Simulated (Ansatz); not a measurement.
| atom | x (Å) | y (Å) | z (Å) |
| --- | --- | --- | --- |
| F | -1.2066 | -1.2842 | 1.1530 |
| F | 1.8021 | -1.1658 | 0.2737 |
| F | -0.5417 | -0.6774 | -1.7546 |
| Se | 0.2019 | 2.0538 | 0.5780 |
| Zr | 0.0681 | -0.4574 | 0.0239 |
| H | -1.2371 | 2.1451 | 0.2590 |

Geometry: PBE0-D4/def2-SVP; core potentials replace the inner electrons of Zr.

Computed with isolated molecule in a Gaussian basis; Kohn-Sham density functional theory, functional PBE0 in Ansatz 0.2.0.

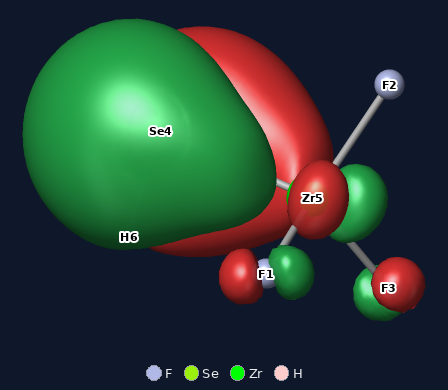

F$_{3}$HSeZr (SMILES [F][Zr]([F])([F])[SeH]). The HOMO at ±0.08 Å⁻³ᐟ² (green and red are the two phases), seen at a tilt.

### Where does this orbital lie, and at what energy?

Its weight (Hirshfeld) is mainly on Se4 (about 80 %) and Zr5 (about 15 %); largely a lone pair of Se4. Its energy is −7.73 eV.
